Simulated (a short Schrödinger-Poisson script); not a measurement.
Stack: symmetric double-gate stack, Al2O3 on p-type Si(100), at 400 K.

```tsv
layer	material	thickness (nm)	Na (cm⁻³)
1	Al2O3	4.7	-
2	Si	8	3e18
3	Al2O3	4.7	-
```

Constants are typed, rounded textbook-type inputs, not results; the design itself was drawn at random and stands for no fabricated device. Al2O3: permittivity 9, conduction-band edge (eV) 2.7, gap (eV) 6.8, electron mass (mₑ) 0.3. Si: permittivity 11.7, conduction-band edge (eV) 0, gap (eV) 1.124, Nv at 300 K (cm⁻³) 3.1e19.

Channel valleys (confinement mass, in-plane density-of-states mass, number): Δ2 0.916, 0.19, 2; Δ4 0.19, 0.417, 4. At the gates, both at one voltage, the conduction-band edge of layer 1 lies 2.7 eV − eVg above the Fermi level of the channel. Gaps are held at their typed values at every temperature. Mesh 0.03 nm at interfaces.

Solved with a short Schrödinger-Poisson script written for these runs: 1D Poisson equation in equilibrium, electrons quantum, Hartree (BenDaniel-Duke, 12 states a valley, the channel's in-plane mass for all, wave functions free to enter the dielectric), parabolic valleys, classical holes, full ionisation, no traps, pinning or gate leakage.

Only gate voltages with over 1e8 electrons/cm² are shown.

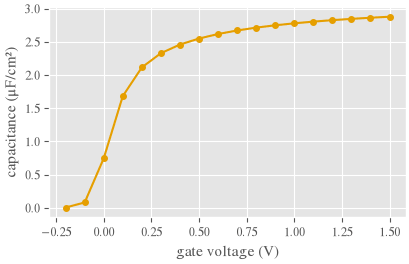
Fig. 1. Quasi-static capacitance against gate voltage

```
Vg (V)  electrons (cm⁻²)  C (μF/cm²)  Δ2 E0 (meV)  Δ2 E1 (meV)  Δ4 E0 (meV)  Δ4 E1 (meV)
------  ----------------  ----------  -----------  -----------  -----------  -----------
-0.2              1.00e9     0.00472        350.9        363.8        370.9        443.0
-0.1             1.77e10      0.0809        252.0        264.8        271.9        344.0
0                2.23e11       0.746        164.7        176.9        184.8        256.1
0.1              1.01e12        1.68        112.8        123.0        133.4        202.1
0.2              2.21e12        2.11         85.3         92.9        107.1        172.2
0.3              3.60e12        2.33         67.5         72.9         91.2        152.7
0.4              5.10e12        2.46         53.9         57.7         80.3        138.3
0.5              6.66e12        2.55         42.7         45.3         72.3        127.0
0.6              8.27e12        2.62         33.0         34.9         65.9        117.8
0.7              9.92e12        2.67         24.3         25.7         60.7        109.9
0.8              1.16e13        2.71         16.5         17.5         56.3        103.2
0.9              1.33e13        2.75          9.3         10.0         52.5         97.2
1                1.50e13        2.78          2.6          3.2         49.2         91.9
1.1              1.68e13        2.80         -3.6         -3.2         46.2         87.1
1.2              1.85e13        2.83         -9.5         -9.2         43.5         82.6
1.3              2.03e13        2.84        -15.1        -14.9         41.0         78.5
1.4              2.21e13        2.86        -20.5        -20.3         38.7         74.7
1.5              2.39e13        2.88        -25.6        -25.4         36.5         71.2
```

Subbands count from the Fermi level. The capacitance is that of both gates.
